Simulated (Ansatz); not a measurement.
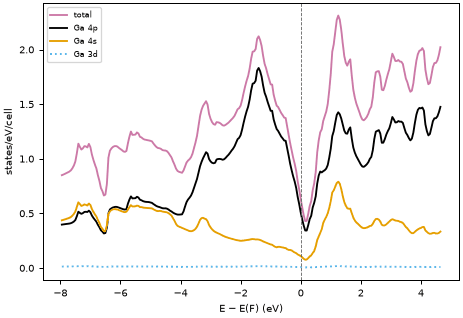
Figure: Total and projected density of states of Ga (α-Ga, Cmce), LDA (plane waves, PAW; program Ansatz)

### Question
Which orbitals carry the states next to the Fermi level?

### Answer
Within 0.5 eV of the Fermi level: Ga 4p 81 %, Ga 4s 16 %. Projections are on Löwdin-orthogonalised atomic valence shells; empty p or d shells of many metals are not among them.

### Question
Where is the tallest occupied peak in this window, and what makes it?

### Answer
Near -1.4 eV, about 2.1 states/eV per cell; the largest projected share is Ga 4p.

The cell was relaxed with LDA under the symmetry of its start; of distortions, only those at the zone centre were tested. Scalar-relativistic: spin–orbit coupling is off unless named, which matters more the heavier the elements.

Potentials: the later of the program's two PAW sets.
